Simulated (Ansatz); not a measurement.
# Cl2F2H2HfS: two geometries relaxed, part 2 of 2

Aim: relax the geometries before and after the reaction (ligand exchange), and see whether they are two minima and how far apart in energy. Meant to form: Hf1–S6, H8–F2; to break: Hf1–F2, H8–S6. The start is a guess near the saddle point, from which both ends are pulled out.

Ansatz 0.2.0; RKS revPBE/def2-SVP. Earlier steps stand in the parts before.

## 5. Pulling towards end B

Springs on the bonds that form and break draw the guess towards this end; the thresholds are loose.

input.yaml reads:

```yaml
crystal:
  periodic: [false, false, false]
  atoms:
    - { symbol: Hf, position_ang: [0.0, 0.0, 0.0] }
    - { symbol: F, position_ang: [0.0, 0.0, 2.33] }
    - { symbol: F, position_ang: [1.8671, 0.0, -0.6593] }
    - { symbol: Cl, position_ang: [-1.1869, 2.0563, -0.8392] }
    - { symbol: Cl, position_ang: [-1.1869, -2.0563, -0.8392] }
    - { symbol: S, position_ang: [-2.7046, 0.0, 0.8987] }
    - { symbol: H, position_ang: [-3.4602, -0.8728, 0.1067] }
    - { symbol: H, position_ang: [-1.3065, 0.0, 2.1468] }
basis:
  gaussian: { orbitals: def2-SVP }
hamiltonian:
  xc: revpbe
relax:
  f_tol: 0.15
  max_steps: 25
  restrain:
    - { distance: [0, 5], at: 2.55, k: 30.0 }
    - { distance: [7, 1], at: 0.92, k: 30.0 }
    - { distance: [0, 1], at: 3.18, k: 30.0 }
    - { distance: [7, 5], at: 2.6, k: 30.0 }
```

Started as:

```
$ ansatz run input.yaml --threads 4 --pin off --max-ram 5120MiB --backend cpu --events-out ev --progress --plain --runs-dir out
```

The log of the run:

```text
Warning: RAYON_NUM_THREADS=4 ignored (pool sized by the plan → 4); use --threads N
The last accepted step is kept in <dir> (removed where the run ends without a failure and the disk answers)
Engine: ansatz 0.2.0, aarch64-unknown-linux-gnu
Functional definition: revPBE
  parameter kappa = 1.245
  parameter beta = 0.06672455060314922
  exchange = pbe_x(kappa = kappa, mu = beta*pi^2/3)
  correlation = pbe_c(beta = beta)
1321 factors; their error is unknown
mean field evaluation 1: about -42631.3881 eV, gradient 5.1e1 eV
mean field evaluation 2: about -42423.4957 eV, gradient 2.9e2 eV
mean field evaluation 4: about -42634.8747 eV, gradient 2.9e1 eV
mean field evaluation 8: about -42636.9074 eV, gradient 3.4e-1 eV
mean field evaluation 16: about -42636.7981 eV, gradient 1.2e-3 eV
mean field -42636.79809929 eV, -1566.8734298890 hartree, gradient 2.5e-5 eV, S^2 0.000000; 0 other end points of the search recorded, 0 dependent functions left out
the calculation of the forces begins
reference -42636.79819176 eV, -1566.8734332873 hartree; 41, 41 occupied and 83, 83 virtual orbitals, 1321 factors
relax step   1: F+E_penalty+E_count = -42636.79809929 eV  Δ(F+E_penalty+E_count) = +0.000e0 eV  max|allowed force component| = 2.580e0 eV/Å  E_restraint = 22.48180468 eV  max|allowed force component, restraints' pulls added| = 2.828e1 eV/Å  Δτ_max = 0.0000 Å  (32 SCF iters, accepted)
  distance Hf 0 - S 5 = 2.8500 Å
  distance H 7 - F 1 = 1.3193 Å
  distance Hf 0 - F 1 = 2.3300 Å
  distance H 7 - S 5 = 1.8741 Å
these checks for a lower state are left out or cut short: starts, cluster_reference, orbital_swaps, neighbouring_geometries, increment
1321 factors; their error is unknown
mean field -42636.91405675 eV, -1566.8776912471 hartree, gradient 1.0e-5 eV, S^2 0.000000; 0 other end points of the search recorded, 0 dependent functions left out
the calculation of the forces begins
reference -42636.91415056 eV, -1566.8776946946 hartree; 41, 41 occupied and 83, 83 virtual orbitals, 1321 factors
relax step   2: F+E_penalty+E_count = -42636.91405675 eV  Δ(F+E_penalty+E_count) = -1.160e-1 eV  max|allowed force component| = 2.563e0 eV/Å  E_restraint = 8.49049074 eV  max|allowed force component, restraints' pulls added| = 1.759e1 eV/Å  Δτ_max = 0.1938 Å  (44 SCF iters, accepted)
  distance Hf 0 - S 5 = 2.7804 Å
  distance H 7 - F 1 = 1.1269 Å
  distance Hf 0 - F 1 = 2.6546 Å
  distance H 7 - S 5 = 2.1595 Å
these checks for a lower state are left out or cut short: starts, cluster_reference, orbital_swaps, neighbouring_geometries, increment
1321 factors; their error is unknown
mean field evaluation 32: about -42637.1662 eV, gradient 2.6e-1 eV
mean field -42637.05663643 eV, -1566.8829309536 hartree, gradient 1.3e-5 eV, S^2 0.000000; 0 other end points of the search recorded, 0 dependent functions left out
the calculation of the forces begins
reference -42637.05673100 eV, -1566.8829344293 hartree; 41, 41 occupied and 83, 83 virtual orbitals, 1321 factors
relax step   3: F+E_penalty+E_count = -42637.05663643 eV  Δ(F+E_penalty+E_count) = -1.426e-1 eV  max|allowed force component| = 1.999e0 eV/Å  E_restraint = 1.72476189 eV  max|allowed force component, restraints' pulls added| = 6.605e0 eV/Å  Δτ_max = 0.1949 Å  (37 SCF iters, accepted)
  distance Hf 0 - S 5 = 2.6834 Å
  distance H 7 - F 1 = 0.9457 Å
  distance Hf 0 - F 1 = 2.9242 Å
  distance H 7 - S 5 = 2.4237 Å
these checks for a lower state are left out or cut short: starts, cluster_reference, orbital_swaps, neighbouring_geometries, increment
1321 factors; their error is unknown
mean field -42637.70256953 eV, -1566.9066685573 hartree, gradient 1.3e-5 eV, S^2 0.000000; 0 other end points of the search recorded, 0 dependent functions left out
the calculation of the forces begins
reference -42637.70266530 eV, -1566.9066720770 hartree; 41, 41 occupied and 83, 83 virtual orbitals, 1321 factors
relax step   4: F+E_penalty+E_count = -42637.70256953 eV  Δ(F+E_penalty+E_count) = -6.459e-1 eV  max|allowed force component| = 2.131e0 eV/Å  E_restraint = 0.08431599 eV  max|allowed force component, restraints' pulls added| = 2.207e0 eV/Å  Δτ_max = 0.1949 Å  (36 SCF iters, accepted)
  distance Hf 0 - S 5 = 2.5794 Å
  distance H 7 - F 1 = 0.9142 Å
  distance Hf 0 - F 1 = 3.1184 Å
  distance H 7 - S 5 = 2.5696 Å
these checks for a lower state are left out or cut short: starts, cluster_reference, orbital_swaps, neighbouring_geometries, increment
1321 factors; their error is unknown
mean field -42638.27720057 eV, -1566.9277858585 hartree, gradient 1.9e-5 eV, S^2 0.000000; 0 other end points of the search recorded, 0 dependent functions left out
the calculation of the forces begins
reference -42638.27729704 eV, -1566.9277894039 hartree; 41, 41 occupied and 83, 83 virtual orbitals, 1321 factors
relax step   5: F+E_penalty+E_count = -42638.27720057 eV  Δ(F+E_penalty+E_count) = -5.746e-1 eV  max|allowed force component| = 5.916e-1 eV/Å  E_restraint = 0.02928174 eV  max|allowed force component, restraints' pulls added| = 1.673e0 eV/Å  Δτ_max = 0.1948 Å  (35 SCF iters, accepted)
  distance Hf 0 - S 5 = 2.5598 Å
  distance H 7 - F 1 = 0.9577 Å
  distance Hf 0 - F 1 = 3.1620 Å
  distance H 7 - S 5 = 2.5893 Å
these checks for a lower state are left out or cut short: starts, cluster_reference, orbital_swaps, neighbouring_geometries, increment
1321 factors; their error is unknown
mean field -42638.62171522 eV, -1566.9404465387 hartree, gradient 9.4e-6 eV, S^2 0.000000; 0 other end points of the search recorded, 0 dependent functions left out
the calculation of the forces begins
reference -42638.62181155 eV, -1566.9404500785 hartree; 41, 41 occupied and 83, 83 virtual orbitals, 1321 factors
relax step   6: F+E_penalty+E_count = -42638.62171522 eV  Δ(F+E_penalty+E_count) = -3.445e-1 eV  max|allowed force component| = 6.812e-1 eV/Å  E_restraint = 0.01647158 eV  max|allowed force component, restraints' pulls added| = 1.136e0 eV/Å  Δτ_max = 0.1950 Å  (36 SCF iters, accepted)
  distance Hf 0 - S 5 = 2.5535 Å
  distance H 7 - F 1 = 0.9494 Å
  distance Hf 0 - F 1 = 3.1671 Å
  distance H 7 - S 5 = 2.5926 Å
these checks for a lower state are left out or cut short: starts, cluster_reference, orbital_swaps, neighbouring_geometries, increment
1321 factors; their error is unknown
mean field evaluation 64: about -42638.9849 eV, gradient 3.5e-2 eV
mean field -42638.87320614 eV, -1566.9496886593 hartree, gradient 8.8e-6 eV, S^2 0.000000; 0 other end points of the search recorded, 0 dependent functions left out
the calculation of the forces begins
reference -42638.87330214 eV, -1566.9496921872 hartree; 41, 41 occupied and 83, 83 virtual orbitals, 1321 factors
relax step   7: F+E_penalty+E_count = -42638.87320614 eV  Δ(F+E_penalty+E_count) = -2.515e-1 eV  max|allowed force component| = 4.314e-1 eV/Å  E_restraint = 0.00768299 eV  max|allowed force component, restraints' pulls added| = 3.534e-1 eV/Å  Δτ_max = 0.1952 Å  (36 SCF iters, accepted)
  distance Hf 0 - S 5 = 2.5429 Å
  distance H 7 - F 1 = 0.9375 Å
  distance Hf 0 - F 1 = 3.1752 Å
  distance H 7 - S 5 = 2.5885 Å
these checks for a lower state are left out or cut short: starts, cluster_reference, orbital_swaps, neighbouring_geometries, increment
1321 factors; their error is unknown
mean field -42639.05350515 eV, -1566.9563145259 hartree, gradient 9.3e-6 eV, S^2 0.000000; 0 other end points of the search recorded, 0 dependent functions left out
the calculation of the forces begins
reference -42639.05360098 eV, -1566.9563180473 hartree; 41, 41 occupied and 83, 83 virtual orbitals, 1321 factors
relax step   8: F+E_penalty+E_count = -42639.05350515 eV  Δ(F+E_penalty+E_count) = -1.803e-1 eV  max|allowed force component| = 4.622e-1 eV/Å  E_restraint = 0.00688594 eV  max|allowed force component, restraints' pulls added| = 2.344e-1 eV/Å  Δτ_max = 0.1993 Å  (36 SCF iters, accepted)
  distance Hf 0 - S 5 = 2.5394 Å
  distance H 7 - F 1 = 0.9356 Å
  distance Hf 0 - F 1 = 3.1750 Å
  distance H 7 - S 5 = 2.5911 Å
these checks for a lower state are left out or cut short: starts, cluster_reference, orbital_swaps, neighbouring_geometries, increment
1321 factors; their error is unknown
mean field -42639.12175341 eV, -1566.9588226031 hartree, gradient 8.8e-6 eV, S^2 0.000000; 0 other end points of the search recorded, 0 dependent functions left out
the calculation of the forces begins
reference -42639.12184904 eV, -1566.9588261173 hartree; 41, 41 occupied and 83, 83 virtual orbitals, 1321 factors
relax step   9: F+E_penalty+E_count = -42639.12175341 eV  Δ(F+E_penalty+E_count) = -6.825e-2 eV  max|allowed force component| = 4.684e-1 eV/Å  E_restraint = 0.00789534 eV  max|allowed force component, restraints' pulls added| = 3.746e-1 eV/Å  Δτ_max = 0.1946 Å  (36 SCF iters, accepted)
  distance Hf 0 - S 5 = 2.5379 Å
  distance H 7 - F 1 = 0.9365 Å
  distance Hf 0 - F 1 = 3.1725 Å
  distance H 7 - S 5 = 2.5928 Å
these checks for a lower state are left out or cut short: starts, cluster_reference, orbital_swaps, neighbouring_geometries, increment
1321 factors; their error is unknown
mean field -42639.12545763 eV, -1566.9589587308 hartree, gradient 7.6e-6 eV, S^2 0.000000; 0 other end points of the search recorded, 0 dependent functions left out
the calculation of the forces begins
reference -42639.12555338 eV, -1566.9589622494 hartree; 41, 41 occupied and 83, 83 virtual orbitals, 1321 factors
relax step  10: F+E_penalty+E_count = -42639.12545763 eV  Δ(F+E_penalty+E_count) = -3.704e-3 eV  max|allowed force component| = 4.080e-1 eV/Å  E_restraint = 0.00789193 eV  max|allowed force component, restraints' pulls added| = 5.568e-1 eV/Å  Δτ_max = 0.0658 Å  (32 SCF iters, accepted)
  distance Hf 0 - S 5 = 2.5389 Å
  distance H 7 - F 1 = 0.9397 Å
  distance Hf 0 - F 1 = 3.1795 Å
  distance H 7 - S 5 = 2.5965 Å
these checks for a lower state are left out or cut short: starts, cluster_reference, orbital_swaps, neighbouring_geometries, increment
1321 factors; their error is unknown
mean field evaluation 96: about -42639.1280 eV, gradient 2.0e-4 eV
mean field -42639.12798649 eV, -1566.9590516644 hartree, gradient 1.2e-5 eV, S^2 0.000000; 0 other end points of the search recorded, 0 dependent functions left out
the calculation of the forces begins
reference -42639.12808216 eV, -1566.9590551802 hartree; 41, 41 occupied and 83, 83 virtual orbitals, 1321 factors
relax step  11: F+E_penalty+E_count = -42639.12798649 eV  Δ(F+E_penalty+E_count) = -2.529e-3 eV  max|allowed force component| = 4.817e-1 eV/Å  E_restraint = 0.00505735 eV  max|allowed force component, restraints' pulls added| = 2.893e-2 eV/Å  Δτ_max = 0.0397 Å  (31 SCF iters, accepted)
  distance Hf 0 - S 5 = 2.5386 Å
  distance H 7 - F 1 = 0.9333 Å
  distance Hf 0 - F 1 = 3.1784 Å
  distance H 7 - S 5 = 2.5947 Å
1321 factors; their error is unknown
mean field -42639.12798649 eV, -1566.9590516644 hartree, gradient 9.6e-6 eV, S^2 0.000000; 1 other end points of the search recorded, 0 dependent functions left out
the calculation of the forces begins
reference -42639.12808216 eV, -1566.9590551802 hartree; 41, 41 occupied and 83, 83 virtual orbitals, 1321 factors
Total energy: -42639.12808216 eV, -1566.9590551802 hartree
Atom 0 at    -0.636233     0.050459    -0.456742 Å, force    -0.271582    -0.018311     0.266054 eV/Å
Atom 1 at    -0.014925    -0.021092     2.659503 Å, force     0.371801     0.059166    -0.155550 eV/Å
Atom 2 at     1.177862     0.022281     0.142105 Å, force     0.009408     0.019710    -0.009421 eV/Å
Atom 3 at    -0.785523     1.951799    -1.826921 Å, force    -0.000673     0.006094    -0.008354 eV/Å
Atom 4 at    -0.944137    -1.856731    -1.794871 Å, force     0.002820    -0.001470     0.002325 eV/Å
Atom 5 at    -2.687007     0.137648     1.037035 Å, force     0.380377    -0.022248    -0.096750 eV/Å
Atom 6 at    -3.181258    -1.007558     0.481643 Å, force    -0.010456     0.009774    -0.007383 eV/Å
Atom 7 at    -0.906780    -0.149607     2.902748 Å, force    -0.481695    -0.052717     0.009080 eV/Å
Dipole moment:    -0.300340    -0.206459     0.185445 e Å
```

Run time: 27 s. Hardware: 4 threads of Arm Neoverse V1, shared host; peak memory 0.2 GiB.

The steps of the relaxation:

```tsv
step	energy from step 1 (eV)	largest force component (eV/Å)
1	0.0000	2.5797
2	-0.1160	2.5633
3	-0.2585	1.9994
4	-0.9045	2.1311
5	-1.4791	0.5916
6	-1.8236	0.6812
7	-2.0751	0.4314
8	-2.2554	0.4622
9	-2.3237	0.4684
10	-2.3274	0.4080
11	-2.3299	0.4817
```

Step 1 is the start. Energies and forces in the table leave out the springs, which the log lists apart; the run stops on the force with the springs' pull added.

After: Bond lengths: Hf1–F3 1.911 Å, Hf1–Cl4 2.348 Å, Hf1–Cl5 2.350 Å, Hf1–S6 2.539 Å, S6–H7 1.365 Å, F2–H8 0.933 Å. Angles: F3–Hf1–Cl4 104.8°, F3–Hf1–Cl5 106.9°, F3–Hf1–S6 125.7°, Cl4–Hf1–Cl5 108.5°, Cl4–Hf1–S6 105.3°, Cl5–Hf1–S6 104.9°, Hf1–S6–H7 91.4°.

Pairs that crossed the distance rule for bonds on the way: came closer F2–H8; moved apart Hf1–F2.

## 6. Relaxing end B

It starts where the restrained run ended.

input.yaml reads:

```yaml
crystal:
  periodic: [false, false, false]
  atoms:
    - { symbol: Hf, position_ang: [-0.636233, 0.050459, -0.456742] }
    - { symbol: F, position_ang: [-0.014925, -0.021092, 2.659503] }
    - { symbol: F, position_ang: [1.177862, 0.022281, 0.142105] }
    - { symbol: Cl, position_ang: [-0.785523, 1.951799, -1.826921] }
    - { symbol: Cl, position_ang: [-0.944137, -1.856731, -1.794871] }
    - { symbol: S, position_ang: [-2.687007, 0.137648, 1.037035] }
    - { symbol: H, position_ang: [-3.181258, -1.007558, 0.481643] }
    - { symbol: H, position_ang: [-0.90678, -0.149607, 2.902748] }
basis:
  gaussian: { orbitals: def2-SVP }
hamiltonian:
  xc: revpbe
relax:
  f_tol: 0.03
  max_steps: 50
output:
  orbitals: {}
```

Started as:

```
$ ansatz run input.yaml --threads 4 --pin off --max-ram 5120MiB --backend cpu --events-out ev --progress --plain --runs-dir out
```

The log of the run (excerpt; [...] marks lines left out):

```text
Warning: RAYON_NUM_THREADS=4 ignored (pool sized by the plan → 4); use --threads N
[...]
[... 1 set-up line as earlier in the session ...]
[...]
1321 factors; their error is unknown
[...]
mean field -42639.12794141 eV, -1566.9590500078 hartree, gradient 3.7e-5 eV, S^2 0.000000; 0 other end points of the search recorded, 0 dependent functions left out
[...]
reference -42639.12803728 eV, -1566.9590535309 hartree; 41, 41 occupied and 83, 83 virtual orbitals, 1321 factors
relax step   1: F+E_penalty+E_count = -42639.12794141 eV  Δ(F+E_penalty+E_count) = +0.000e0 eV  max|allowed force component| = 4.817e-1 eV/Å  Δτ_max = 0.0000 Å  (29 SCF iters, accepted)
[...]
relax step   5: F+E_penalty+E_count = -42639.36981362 eV  Δ(F+E_penalty+E_count) = -1.976e-1 eV  max|allowed force component| = 4.888e-1 eV/Å  Δτ_max = 0.1946 Å  (37 SCF iters, accepted)
[...]
relax step   9: F+E_penalty+E_count = -42639.55079877 eV  Δ(F+E_penalty+E_count) = -4.118e-2 eV  max|allowed force component| = 6.873e-1 eV/Å  Δτ_max = 0.1335 Å  (37 SCF iters, accepted)
[...]
relax step  13: F+E_penalty+E_count = -42640.32599638 eV  Δ(F+E_penalty+E_count) = -1.975e-1 eV  max|allowed force component| = 7.431e-1 eV/Å  Δτ_max = 0.1950 Å  (38 SCF iters, accepted)
[...]
relax step  16: F+E_penalty+E_count = -42640.53678781 eV  Δ(F+E_penalty+E_count) = -2.070e-2 eV  max|allowed force component| = 3.060e-1 eV/Å  Δτ_max = 0.0788 Å  (31 SCF iters, accepted)
[...]
relax step  17: F+E_penalty+E_count = -42640.55109786 eV  Δ(F+E_penalty+E_count) = -1.431e-2 eV  max|allowed force component| = 2.703e-1 eV/Å  Δτ_max = 0.1505 Å  (37 SCF iters, accepted)
[...]
1321 factors; their error is unknown
```

## 7. More of the same log: end point B relaxed

The log, continued (excerpt; [...] marks lines left out):

```text
mean field -42640.55703206 eV, -1567.0115681207 hartree, gradient 1.7e-5 eV, S^2 0.000000; 0 other end points of the search recorded, 0 dependent functions left out
[...]
reference -42640.55712432 eV, -1567.0115715111 hartree; 41, 41 occupied and 83, 83 virtual orbitals, 1321 factors
relax step  18: F+E_penalty+E_count = -42640.55703206 eV  Δ(F+E_penalty+E_count) = -5.934e-3 eV  max|allowed force component| = 1.484e-1 eV/Å  Δτ_max = 0.0635 Å  (31 SCF iters, accepted)
[...]
relax step  21: F+E_penalty+E_count = -42640.56958538 eV  Δ(F+E_penalty+E_count) = -1.854e-3 eV  max|allowed force component| = 8.579e-2 eV/Å  Δτ_max = 0.0459 Å  (30 SCF iters, accepted)
[...]
relax step  24: F+E_penalty+E_count = -42640.57506631 eV  Δ(F+E_penalty+E_count) = -1.085e-3 eV  max|allowed force component| = 2.575e-1 eV/Å  Δτ_max = 0.0975 Å  (31 SCF iters, accepted)
[...]
reference -42640.57827384 eV, -1567.0123487417 hartree; 41, 41 occupied and 83, 83 virtual orbitals, 1321 factors
Total energy: -42640.57827384 eV, -1567.0123487417 hartree
Atom 0 at    -0.006212    -0.055449    -0.112026 Å, force    -0.007948     0.004124     0.003292 eV/Å
Atom 1 at     0.238647    -0.389317     1.767515 Å, force     0.000400    -0.000107     0.001028 eV/Å
Atom 2 at     1.824965    -0.019466    -0.663071 Å, force     0.004679    -0.000546    -0.002758 eV/Å
Atom 3 at    -0.678602     2.158292    -0.692314 Å, force     0.002229    -0.003393    -0.000227 eV/Å
Atom 4 at    -0.811878    -1.897722    -1.394349 Å, force     0.001678    -0.000481    -0.001762 eV/Å
Atom 5 at    -2.883843    -0.116297     0.793722 Å, force    -0.002197    -0.006111     0.018705 eV/Å
Atom 6 at    -2.863262    -1.246604     1.557293 Å, force     0.001400     0.013422    -0.009419 eV/Å
Atom 7 at    -2.797817     0.693761     1.887731 Å, force    -0.000241    -0.006908    -0.008861 eV/Å
Dipole moment:    -0.644342    -0.067982     0.516597 e Å
```

It took 69 s on 4 threads of Arm Neoverse V1, shared host; peak memory 0.2 GiB.

Step by step:

```tsv
step	energy from step 1 (eV)	largest force component (eV/Å)
1	0.0000	0.4817
2	-0.0332	0.4489
3	-0.0393	0.9505
4	-0.0443	2.0748
5	-0.2419	0.4888
6	-0.2462	1.2757
7	-0.3397	0.7324
8	-0.3817	0.3140
9	-0.4229	0.6873
10	-0.5430	1.0473
11	-0.7414	0.9961
12	-1.0005	0.7797
13	-1.1981	0.7431
14	-1.2742	1.2182
15	-1.3881	0.5860
16	-1.4088	0.3060
17	-1.4232	0.2703
18	-1.4291	0.1484
19	-1.4315	0.1077
20	-1.4398	0.0654
21	-1.4416	0.0858
22x	-1.4164	1.0313
23	-1.4460	0.0500
24	-1.4471	0.2575
25	-1.4489	0.0906
26	-1.4499	0.0037
27x	-1.4499	0.0675
28	-1.4501	0.0159
29	-1.4502	0.0187
```

Step 1 is the start. 2 steps were tried and not accepted (22, 27; marked x where the table lists them).

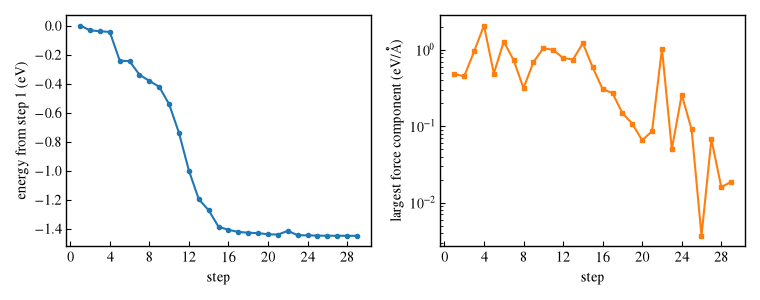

How energy and force went from step to step.

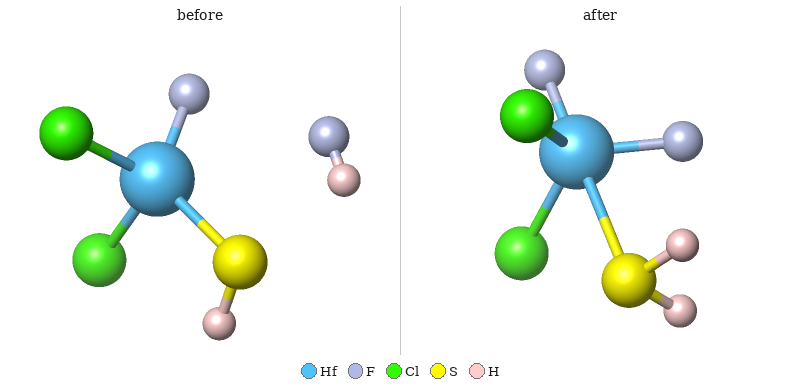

Before and after, at one scale.

After: Bond lengths: Hf1–F2 1.925 Å, Hf1–F3 1.913 Å, Hf1–Cl4 2.385 Å, Hf1–Cl5 2.385 Å, Hf1–S6 3.017 Å, S6–H7 1.364 Å, S6–H8 1.364 Å. Angles: F2–Hf1–F3 99.4°, F2–Hf1–Cl4 115.8°, F2–Hf1–Cl5 115.7°, F2–Hf1–S6 79.9°, F3–Hf1–Cl4 100.5°, F3–Hf1–Cl5 100.5°, F3–Hf1–S6 179.3°, Cl4–Hf1–Cl5 119.4°, Cl4–Hf1–S6 79.8°, Cl5–Hf1–S6 79.8°, Hf1–S6–H7 99.8°, Hf1–S6–H8 99.7°, H7–S6–H8 92.4°.

Pairs that crossed the distance rule for bonds on the way: came closer Hf1–F2, S6–H8; moved apart F2–H8.

## 8. What came out

What follows sums up all 2 parts.

```
                           quantity                     value
                              end A  17 moves, 0.233 eV lower
                              end B  26 moves, 1.450 eV lower
largest difference between the ends                    0.07 Å
            end B relative to end A                 -0.000 eV
```

**Reading.** The two relaxations end at one structure, within 0.07 Å: no second minimum was found from this start, which doesn't rule one out.
